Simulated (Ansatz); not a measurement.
**BFH2: two geometries relaxed**

Aim: relax the geometries before and after the reaction (reductive elimination), and see whether they are two minima and how far apart in energy. Meant to form: H2–F3; to break: B1–H2, B1–F3. The start is a guess near the saddle point, from which both ends are pulled out.

Program: Ansatz 0.2.0. Level of theory: RKS B3LYP-D4/6-31G*. These are calculated values, not measurements.

### 1 Starting point

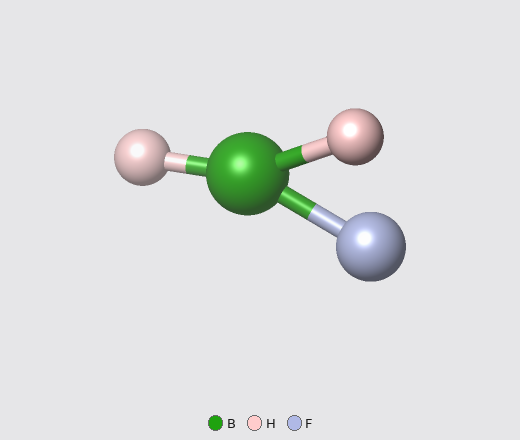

Start, viewed from a chosen angle; boron green, hydrogen pink, fluorine light blue.

Coordinates:

```xyz
4

B     0.0000    0.0000    0.0000
H     0.7533    0.0000    1.1682
F     1.5135    0.0000    0.1406
H    -1.0305    0.0000   -0.5950
```

### 2 Pulling towards end A

Springs on the bonds that form and break draw the guess towards this end; the thresholds are loose.

The input, input.yaml:

```yaml
crystal:
  periodic: [false, false, false]
  atoms:
    - { symbol: B, position_ang: [0.0, 0.0, 0.0] }
    - { symbol: H, position_ang: [0.7533, 0.0, 1.1682] }
    - { symbol: F, position_ang: [1.5135, 0.0, 0.1406] }
    - { symbol: H, position_ang: [-1.0305, 0.0, -0.595] }
basis:
  gaussian: { orbitals: "6-31G*" }
hamiltonian:
  xc: b3lyp
  dispersion: d4
relax:
  f_tol: 0.15
  max_steps: 25
  restrain:
    - { distance: [1, 2], at: 2.12, k: 30.0 }
    - { distance: [0, 1], at: 1.19, k: 30.0 }
    - { distance: [0, 2], at: 1.32, k: 30.0 }
output:
  orbitals: {}
```

The run is started by

```sh
$ ansatz run input.yaml --threads 1 --pin off --max-ram 2048MiB --backend cpu --events-out ev --progress --plain --runs-dir out
```

The log of the run, cut to the lines that bear on the results:

```text
Warning: RAYON_NUM_THREADS=1 ignored (pool sized by the plan → 1); use --threads N
[...]
Functional definition: B3LYP
[...]
367 factors; integrals over basis functions are off by at most 6.8e-4 eV
[...]
mean field -3421.43666668 eV, -125.7354783674 hartree, gradient 5.1e-5 eV, S^2 0.000000; 0 other end points of the search recorded, 0 dependent functions left out
[...]
reference -3421.43681099 eV, -125.7354836707 hartree; 8, 8 occupied and 26, 26 virtual orbitals, 367 factors
relax step   1: F+E_penalty+E_count = -3421.47300827 eV  Δ(F+E_penalty+E_count) = +0.000e0 eV  max|allowed force component| = 6.445e0 eV/Å  E_restraint = 11.82892398 eV  max|allowed force component, restraints' pulls added| = 2.730e1 eV/Å  Δτ_max = 0.0000 Å  (24 SCF iters, accepted)
[...]
relax step   4: F+E_penalty+E_count = -3426.63642029 eV  Δ(F+E_penalty+E_count) = -5.299e-1 eV  max|allowed force component| = 1.067e0 eV/Å  E_restraint = 0.02146841 eV  max|allowed force component, restraints' pulls added| = 1.912e0 eV/Å  Δτ_max = 0.1522 Å  (24 SCF iters, accepted)
[...]
relax step   5: F+E_penalty+E_count = -3426.67772659 eV  Δ(F+E_penalty+E_count) = -4.131e-2 eV  max|allowed force component| = 1.894e-1 eV/Å  E_restraint = 0.00138918 eV  max|allowed force component, restraints' pulls added| = 1.184e-1 eV/Å  Δτ_max = 0.0315 Å  (22 SCF iters, accepted)
  distance H 1 - F 2 = 2.1296 Å
  distance B 0 - H 1 = 1.1900 Å
  distance B 0 - F 2 = 1.3204 Å
367 factors; integrals over basis functions are off by at most 5.1e-4 eV
mean field -3426.64344328 eV, -125.9268238782 hartree, gradient 3.1e-5 eV, S^2 0.000000; 1 other end points of the search recorded, 0 dependent functions left out
[...]
reference -3426.64358733 eV, -125.9268291719 hartree; 8, 8 occupied and 26, 26 virtual orbitals, 367 factors
Total energy: -3426.67787064 eV, -125.9280890602 hartree
Atom 0 at     0.255355     0.000000     0.203421 Å, force    -0.004641     0.000000    -0.092480 eV/Å
Atom 1 at     0.278417    -0.000000     1.393224 Å, force    -0.182096    -0.000000     0.163484 eV/Å
Atom 2 at     1.431057    -0.000000    -0.397498 Å, force     0.112251    -0.000000    -0.189409 eV/Å
Atom 3 at    -0.728529    -0.000000    -0.485346 Å, force     0.074486    -0.000000     0.118405 eV/Å
Dipole moment:    -0.096567     0.000000     0.046507 e Å
```

It took 3.5 s on 1 thread of Intel Xeon 6975P-C (Granite Rapids), shared host; peak memory 0.11 GiB.

Step by step:

```csv
step,energy from step 1 (eV),largest force component (eV/Å)
1,0.0000,6.4446
2,-2.7326,4.6778
3,-4.6335,2.7565
4,-5.1634,1.0669
5,-5.2047,0.1894
```

Step 1 is the start. Energies and forces in the table leave out the springs, which the log lists apart; the run stops on the force with the springs' pull added.

After: Bond lengths: B1–H2 1.190 Å, B1–F3 1.320 Å, B1–H4 1.201 Å. Angles: H2–B1–F3 116.0°, H2–B1–H4 126.1°, F3–B1–H4 117.9°.

Pairs that crossed the distance rule for bonds on the way: came closer B1–H2.

### 3 End point A

It starts where the restrained run ended.

The input, input.yaml:

```yaml
crystal:
  periodic: [false, false, false]
  atoms:
    - { symbol: B, position_ang: [0.255355, 0.0, 0.203421] }
    - { symbol: H, position_ang: [0.278417, 0.0, 1.393224] }
    - { symbol: F, position_ang: [1.431057, 0.0, -0.397498] }
    - { symbol: H, position_ang: [-0.728529, 0.0, -0.485346] }
basis:
  gaussian: { orbitals: "6-31G*" }
hamiltonian:
  xc: b3lyp
  dispersion: d4
relax:
  f_tol: 0.03
  max_steps: 50
```

The run is started by

```sh
$ ansatz run input.yaml --threads 1 --pin off --max-ram 2048MiB --backend cpu --events-out ev --progress --plain --runs-dir out
```

The log of the run, cut to the lines that bear on the results:

```text
Warning: RAYON_NUM_THREADS=1 ignored (pool sized by the plan → 1); use --threads N
[...]
Functional definition: B3LYP
[...]
366 factors; integrals over basis functions are off by at most 5.1e-4 eV
[...]
mean field -3426.64344520 eV, -125.9268239488 hartree, gradient 6.7e-5 eV, S^2 0.000000; 0 other end points of the search recorded, 0 dependent functions left out
[...]
reference -3426.64358885 eV, -125.9268292279 hartree; 8, 8 occupied and 26, 26 virtual orbitals, 366 factors
relax step   1: F+E_penalty+E_count = -3426.67772851 eV  Δ(F+E_penalty+E_count) = +0.000e0 eV  max|allowed force component| = 1.894e-1 eV/Å  Δτ_max = 0.0000 Å  (21 SCF iters, accepted)
[...]
relax step   2: F+E_penalty+E_count = -3426.68218879 eV  Δ(F+E_penalty+E_count) = -4.460e-3 eV  max|allowed force component| = 4.869e-2 eV/Å  Δτ_max = 0.0145 Å  (22 SCF iters, accepted)
[...]
relax step   3: F+E_penalty+E_count = -3426.68250443 eV  Δ(F+E_penalty+E_count) = -3.156e-4 eV  max|allowed force component| = 7.677e-3 eV/Å  Δτ_max = 0.0051 Å  (20 SCF iters, accepted)
366 factors; integrals over basis functions are off by at most 5.1e-4 eV
[...]
mean field -3426.64821026 eV, -125.9269990615 hartree, gradient 8.9e-6 eV, S^2 0.000000; 1 other end points of the search recorded, 0 dependent functions left out
[...]
reference -3426.64835378 eV, -125.9270043358 hartree; 8, 8 occupied and 26, 26 virtual orbitals, 366 factors
Total energy: -3426.68264795 eV, -125.9282646233 hartree
Atom 0 at     0.264070    -0.000000     0.202077 Å, force     0.007677    -0.000000    -0.004440 eV/Å
Atom 1 at     0.259508     0.000000     1.398304 Å, force    -0.000431     0.000000     0.001274 eV/Å
Atom 2 at     1.435691     0.000000    -0.412814 Å, force    -0.006141     0.000000     0.003307 eV/Å
Atom 3 at    -0.722970     0.000000    -0.473765 Å, force    -0.001105     0.000000    -0.000141 eV/Å
Dipole moment:    -0.093508    -0.000000     0.049083 e Å
```

It took 1.3 s on 1 thread of Intel Xeon 6975P-C (Granite Rapids), shared host; peak memory 0.11 GiB.

The steps of the relaxation:

```csv
step,energy from step 1 (eV),largest force component (eV/Å)
1,0.0000,0.1894
2,-0.0045,0.0487
3,-0.0048,0.0077
```

Step 1 is the start.

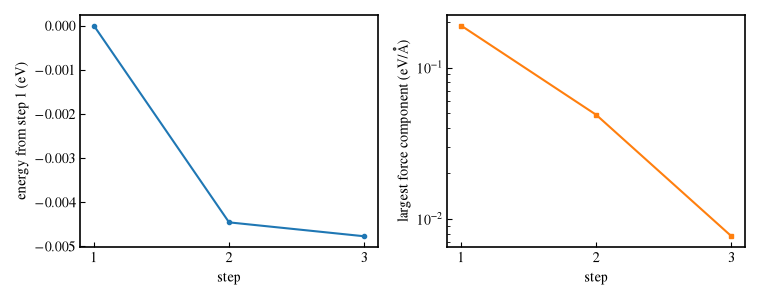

Energy and largest force along the relaxation.

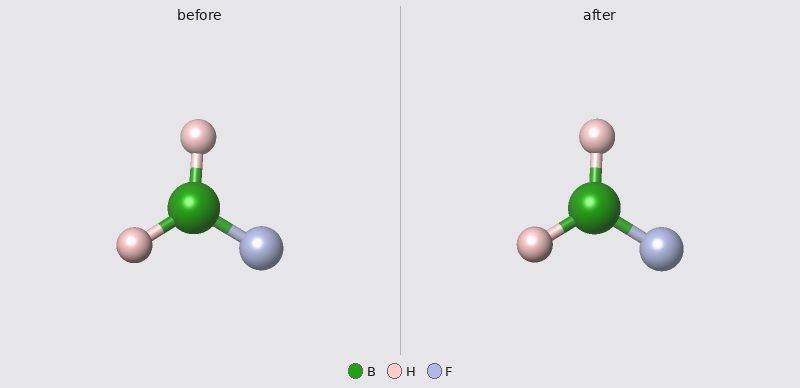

The structure before (left) and after (right), drawn at the same scale.

After: Bond lengths: B1–H2 1.196 Å, B1–F3 1.323 Å, B1–H4 1.196 Å. Angles: H2–B1–F3 117.9°, H2–B1–H4 124.2°, F3–B1–H4 117.9°.

### 4 A restrained relaxation towards end B

Springs on the bonds that form and break draw the guess towards this end; the thresholds are loose.

The input, input.yaml:

```yaml
crystal:
  periodic: [false, false, false]
  atoms:
    - { symbol: B, position_ang: [0.0, 0.0, 0.0] }
    - { symbol: H, position_ang: [0.7533, 0.0, 1.1682] }
    - { symbol: F, position_ang: [1.5135, 0.0, 0.1406] }
    - { symbol: H, position_ang: [-1.0305, 0.0, -0.595] }
basis:
  gaussian: { orbitals: "6-31G*" }
hamiltonian:
  xc: b3lyp
  dispersion: d4
relax:
  f_tol: 0.15
  max_steps: 25
  restrain:
    - { distance: [1, 2], at: 0.92, k: 30.0 }
    - { distance: [0, 1], at: 2.39, k: 30.0 }
    - { distance: [0, 2], at: 2.52, k: 30.0 }
```

The run is started by

```sh
$ ansatz run input.yaml --threads 1 --pin off --max-ram 2048MiB --backend cpu --events-out ev --progress --plain --runs-dir out
```

The log of the run, cut to the lines that bear on the results:

```text
Warning: RAYON_NUM_THREADS=1 ignored (pool sized by the plan → 1); use --threads N
[...]
Functional definition: B3LYP
[...]
367 factors; integrals over basis functions are off by at most 6.8e-4 eV
[...]
mean field -3421.43666668 eV, -125.7354783674 hartree, gradient 5.1e-5 eV, S^2 0.000000; 0 other end points of the search recorded, 0 dependent functions left out
[...]
reference -3421.43681099 eV, -125.7354836707 hartree; 8, 8 occupied and 26, 26 virtual orbitals, 367 factors
relax step   1: F+E_penalty+E_count = -3421.47300827 eV  Δ(F+E_penalty+E_count) = +0.000e0 eV  max|allowed force component| = 6.445e0 eV/Å  E_restraint = 31.92384323 eV  max|allowed force component, restraints' pulls added| = 4.319e1 eV/Å  Δτ_max = 0.0000 Å  (24 SCF iters, accepted)
[...]
  distance H 1 - F 2 = 0.9344 Å
  distance B 0 - H 1 = 2.3840 Å
  distance B 0 - F 2 = 2.5169 Å
367 factors; integrals over basis functions are off by at most 6.5e-4 eV
[...]
mean field -3421.08235814 eV, -125.7224577688 hartree, gradient 4.9e-5 eV, S^2 0.000000; 1 other end points of the search recorded, 0 dependent functions left out
[...]
reference -3421.08251747 eV, -125.7224636241 hartree; 8, 8 occupied and 26, 26 virtual orbitals, 367 factors
Total energy: -3421.12178732 eV, -125.7239067644 hartree
Atom 0 at    -0.845080     0.000000     0.214122 Å, force     0.270864    -0.000000     0.078860 eV/Å
Atom 1 at     1.328362     0.000000     1.193643 Å, force    -0.330431     0.000000     0.324647 eV/Å
Atom 2 at     1.669404    -0.000000     0.323725 Å, force     0.058757    -0.000000    -0.407071 eV/Å
Atom 3 at    -0.916386    -0.000000    -1.017690 Å, force     0.000810     0.000000     0.003564 eV/Å
Dipole moment:    -0.047057     0.000000     0.047938 e Å
```

Run time: 3.7 s. Hardware: 1 thread of Intel Xeon 6975P-C (Granite Rapids), shared host; peak memory 0.11 GiB.

Relaxation path:

```csv
step,energy from step 1 (eV),largest force component (eV/Å)
1,0.0000,6.4446
2,2.0336,8.7612
3,2.8767,9.2427
4,1.3457,5.7859
5,0.5757,0.9506
6,0.4300,0.3724
7,0.3755,0.7408
8,0.3725,0.8577
9,0.3530,0.4681
10,0.3514,0.4071
```

Step 1 is the start. Energies and forces in the table leave out the springs, which the log lists apart; the run stops on the force with the springs' pull added.

After: Bond lengths: H2–F3 0.934 Å, B1–H4 1.234 Å.

Pairs that crossed the distance rule for bonds on the way: came closer H2–F3; moved apart B1–F3.

### 5 End point B

It starts where the restrained run ended.

The input, input.yaml:

```yaml
crystal:
  periodic: [false, false, false]
  atoms:
    - { symbol: B, position_ang: [-0.84508, 0.0, 0.214122] }
    - { symbol: H, position_ang: [1.328362, 0.0, 1.193643] }
    - { symbol: F, position_ang: [1.669404, 0.0, 0.323725] }
    - { symbol: H, position_ang: [-0.916386, 0.0, -1.01769] }
basis:
  gaussian: { orbitals: "6-31G*" }
hamiltonian:
  xc: b3lyp
  dispersion: d4
relax:
  f_tol: 0.03
  max_steps: 50
```

The run is started by

```sh
$ ansatz run input.yaml --threads 1 --pin off --max-ram 2048MiB --backend cpu --events-out ev --progress --plain --runs-dir out
```

The log of the run, cut to the lines that bear on the results:

```text
Warning: RAYON_NUM_THREADS=1 ignored (pool sized by the plan → 1); use --threads N
[...]
Functional definition: B3LYP
[...]
360 factors; integrals over basis functions are off by at most 6.5e-4 eV
[...]
mean field -3421.08235906 eV, -125.7224578027 hartree, gradient 1.7e-5 eV, S^2 0.000000; 0 other end points of the search recorded, 0 dependent functions left out
[...]
reference -3421.08251807 eV, -125.7224636460 hartree; 8, 8 occupied and 26, 26 virtual orbitals, 360 factors
relax step   1: F+E_penalty+E_count = -3421.12162891 eV  Δ(F+E_penalty+E_count) = +0.000e0 eV  max|allowed force component| = 4.071e-1 eV/Å  Δτ_max = 0.0000 Å  (24 SCF iters, accepted)
[...]
relax step   4: F+E_penalty+E_count = -3421.22163002 eV  Δ(F+E_penalty+E_count) = +3.638e-2 eV  max|allowed force component| = 1.395e0 eV/Å  Δτ_max = 0.1152 Å  (23 SCF iters, rejected (line search))
[...]
relax step  14: F+E_penalty+E_count = -3426.68247517 eV  Δ(F+E_penalty+E_count) = -8.924e-4 eV  max|allowed force component| = 2.937e-2 eV/Å  Δτ_max = 0.0066 Å  (20 SCF iters, accepted)
362 factors; integrals over basis functions are off by at most 8.0e-4 eV
mean field -3426.64818022 eV, -125.9269979575 hartree, gradient 7.6e-6 eV, S^2 0.000000; 1 other end points of the search recorded, 0 dependent functions left out
[...]
reference -3426.64832432 eV, -125.9270032530 hartree; 8, 8 occupied and 26, 26 virtual orbitals, 362 factors
Total energy: -3426.68261927 eV, -125.9282635692 hartree
Atom 0 at     0.261604     0.000000     0.197957 Å, force    -0.018169    -0.000000     0.003048 eV/Å
Atom 1 at     0.144416    -0.000000     1.388813 Å, force    -0.009901     0.000000    -0.008840 eV/Å
Atom 2 at     1.485793    -0.000000    -0.302206 Å, force     0.029367     0.000000    -0.009904 eV/Å
Atom 3 at    -0.655514    -0.000000    -0.570764 Å, force    -0.001297     0.000000     0.015695 eV/Å
Dipole moment:    -0.097272     0.000000     0.039873 e Å
```

Run time: 6.5 s. Hardware: 1 thread of Intel Xeon 6975P-C (Granite Rapids), shared host; peak memory 0.11 GiB.

The steps of the relaxation:

```csv
step,energy from step 1 (eV),largest force component (eV/Å)
1,0.0000,0.4071
2,-0.0768,0.2950
3,-0.1364,0.4409
4x,-0.1000,1.3954
5,-0.1528,0.1267
6,-0.1643,0.5164
7,-0.2556,1.8902
8,-0.9828,3.0722
9,-2.6605,5.6979
10,-4.4958,5.0585
11,-5.0260,6.4930
12,-5.5342,1.6925
13,-5.5600,0.1147
14,-5.5608,0.0294
```

Step 1 is the start. 1 step was tried and not accepted (4; marked x where the table lists them).

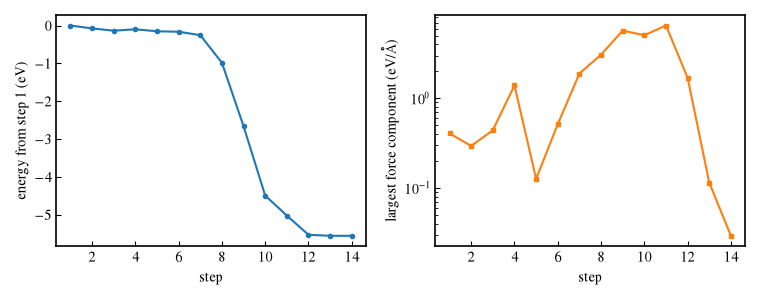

How energy and force went from step to step.

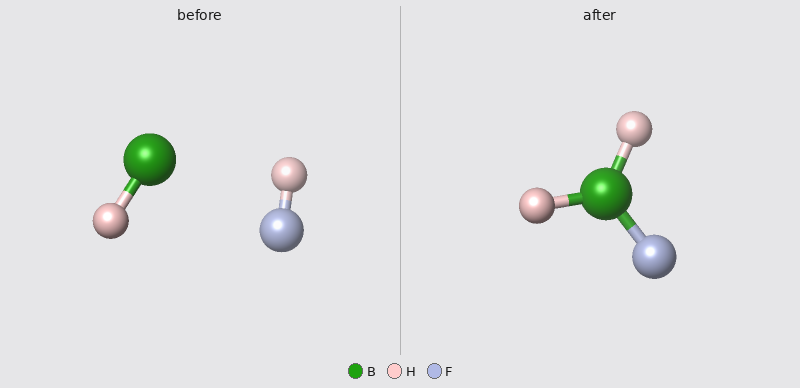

The structure before (left) and after (right), drawn at the same scale.

After: Bond lengths: B1–H2 1.197 Å, B1–F3 1.322 Å, B1–H4 1.197 Å. Angles: H2–B1–F3 117.8°, H2–B1–H4 124.3°, F3–B1–H4 117.8°.

Pairs that crossed the distance rule for bonds on the way: came closer B1–H2, B1–F3; moved apart H2–F3.

### 6 Results

| quantity | value |
| --- | --- |
| end A | 2 moves, 0.005 eV lower |
| end B | 12 moves, 5.561 eV lower |
| largest difference between the ends | 0.00 Å |
| end B relative to end A | +0.000 eV |

In words: The two relaxations end at one structure, within 0.00 Å: no second minimum was found from this start, which doesn't rule one out.
